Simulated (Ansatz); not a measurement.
Consider TiNCl (Pmmn).

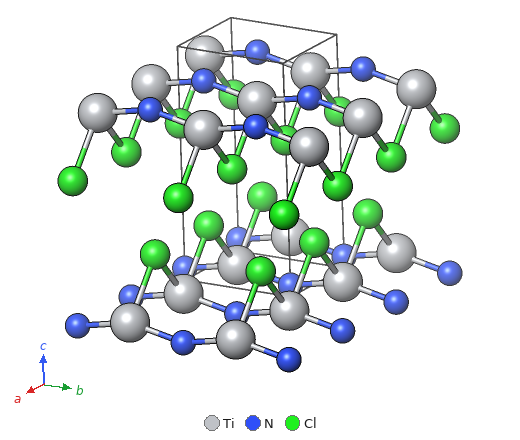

The structure (titanium light grey, nitrogen blue, chlorine green). 3×2×1 cells are drawn. Some periodic images of atoms are drawn too.

```cif
data_structure
_symmetry_space_group_name_H-M 'P 1'
_symmetry_Int_Tables_number 1
_cell_length_a 3.2580
_cell_length_b 3.9370
_cell_length_c 7.8030
_cell_angle_alpha 90.000
_cell_angle_beta 90.000
_cell_angle_gamma 90.000
_cell_volume 100.09
loop_
_atom_site_label
_atom_site_type_symbol
_atom_site_fract_x
_atom_site_fract_y
_atom_site_fract_z
_atom_site_occupancy
Ti1 Ti 0.00000 0.50000 0.10000 1
Ti2 Ti 0.50000 0.00000 0.90000 1
N3 N 0.50000 0.50000 0.95000 1
N4 N 0.00000 0.00000 0.05000 1
Cl5 Cl 0.50000 0.50000 0.33000 1
Cl6 Cl 0.00000 0.00000 0.67000 1
```

The cell and positions come from the Crystallography Open Database and are kept as given unless a step says otherwise. PAW set soft_2, made with PBE.

A constrained-RPA run (Ansatz 0.2.0; non-magnetic LDA; Ti d, bands c1 to c10, 6×4×2 mesh, medium accuracy) builds 10 functions on bands 5.7 eV wide, with 0.0 electrons in the window. The bare on-site interaction is 14.2 eV and the bare J 0.45 eV.

What U and J survive the screening?

On the Ti d shell, U = 2.40 eV (17 % of the bare value), U′ = 1.70 eV, J = 0.32 eV.

The parent state is non-magnetic and the interaction static (zero frequency); U depends on the window and the orbitals, so it belongs to this model alone.

[Paths, hosts, dates, memory and timing lines, banners, echoed tables and standing remarks are left out of the program output.]

[Logs are printed without paths, hosts, clocks, repeated set-up lines and the standing remarks that a program may print on its own settings, such as how far it seeks lower states.]

[Runs of the session that timed out or met a known fault of the program may be left out.]

[Hosts, paths, dates, database ids (printed as entryN), source tags and the programs' standing remarks are cut or masked in the printed files.]
